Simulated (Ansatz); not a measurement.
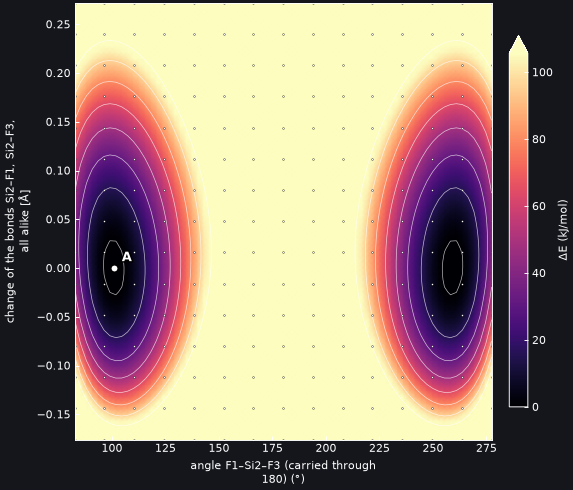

F2Si, SMILES F[Si]F. Coordinates scanned: (1) angle F1–Si2–F3 (carried through 180); (2) change of the bonds Si2–F1, Si2–F3, all alike. Nothing is relaxed (all other coordinates rigid). The scan uses a 15 × 15 grid; 120 points were computed and 105 follow by symmetry. Points are written as (first, second). Energies: kJ/mol, counted from the lowest grid point. These are results of RKS PBE0-D4/def2-TZVP (Ansatz 0.2.0), not measurements.

The picture shows a smooth colour map with a few white contour lines, dots at the grid points, one colour for all values above the top of the scale, the well A. Between grid points the surface is interpolated.

**Where is the minimum, and how stiff is the well along each coordinate? Take the well at A.**

The interpolated minimum is at the first coordinate ≈ 100.7°, the second coordinate ≈ 0.000 Å. The curvatures there are about 7.4 eV/rad² and 66 eV/Å², with a cross term of about 2 eV/(rad·Å). Round the minimum the two coordinates are weakly coupled (coupling 0.10 in units of the two stiffnesses). (1 eV is 96.5 kJ/mol.)
